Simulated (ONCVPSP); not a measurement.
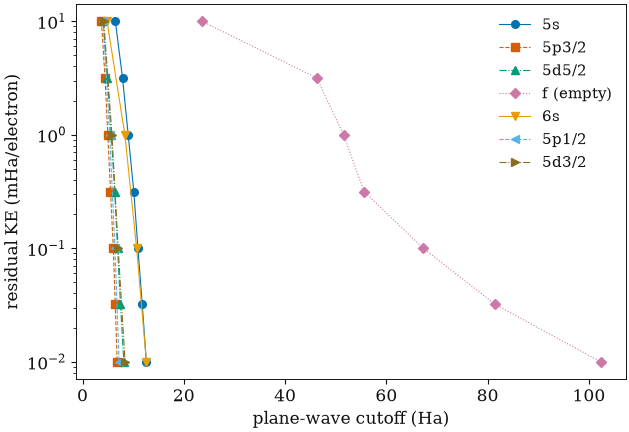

Residual kinetic energy of the pseudo-waves (the first of each channel, and further valence shells) beyond the plane-wave cutoff, as the generator prints it.

Input of ONCVPSP 4.0.1:

```
# ATOM AND REFERENCE CONFIGURATION
# atsym  z   nc   nv     iexc    psfile
  La 57.00    9    4        3      upf
#
#   n    l    f
    1    0    2.00
    2    0    2.00
    2    1    6.00
    3    0    2.00
    3    1    6.00
    3    2   10.00
    4    0    2.00
    4    1    6.00
    4    2   10.00
    5    0    2.00
    5    1    6.00
    5    2    1.00
    6    0    2.00
#
# PSEUDOPOTENTIAL AND OPTIMIZATION
# lmax
    3
#
#   l,   rc,      ep,       ncon, nbas, qcut
    0    2.60    0.00    4    8    5.60
    1    2.95    0.00    3    6    4.00
    2    3.00    0.00    4    9    4.20
    3    2.25    0.31    4    8    5.40
#
# LOCAL POTENTIAL
# lloc, lpopt,  rc(5),   dvloc0
    4    1    2.20    3.00
#
# VANDERBILT-KLEINMAN-BYLANDER PROJECTORs
# l, nproj, debl
    0    2    1.60
    1    2    1.70
    2    2    2.60
    3    2    1.70
#
# MODEL CORE CHARGE
# icmod, fcfact, rcfact
    0    0.00    0.00
#
# LOG DERIVATIVE ANALYSIS
# epsh1, epsh2, depsh
   -3.00    5.00    0.02
#
# OUTPUT GRID
# rlmax, drl
    6.00    0.01
#
# TEST CONFIGURATIONS
# ncnf
    4
# nvcnf
#   n    l    f
    4
    5    0    2.00
    5    1    6.00
    5    2    1.00
    6    0    1.00
#
    4
    5    0    2.00
    5    1    6.00
    5    2    1.00
    6    0    0.00
#
    4
    5    0    2.00
    5    1    6.00
    5    2    0.00
    6    0    0.00
#
    4
    5    0    2.00
    5    1    5.00
    5    2    1.00
    6    0    2.00
#
```

Run as:
```bash
oncvpspr.x < La.dat > La.out
```

Functional and relativity: LDA (Perdew-Zunger), fully relativistic.

In the f channel the program set the typed energies aside and used -0.164, 1.536 Ha.

> Which wave is the hardest at 1 mHa per electron, and which settings govern it?

f (empty), with rc = 2.25 bohr and qcut = 5.4 1/bohr. The optimisation minimises, but can't always remove, the kinetic energy above qcut²/2 = 14.6 Ha, and a larger rc would as a rule soften the wave at some cost in transferability.

> Read the cutoffs for an error of 1 mHa per electron.

f (empty): 52 Ha; 5s: 9.0 Ha; 6s: 8.4 Ha; 5d3/2: 5.8 Ha; 5d5/2: 5.7 Ha; 5p1/2: 5.3 Ha; 5p3/2: 5.0 Ha.

> Which cutoffs does the potential need for its occupied states?

9.0 Ha for 1 mHa and 11 Ha for 0.1 mHa per electron. The first is set by 5s.
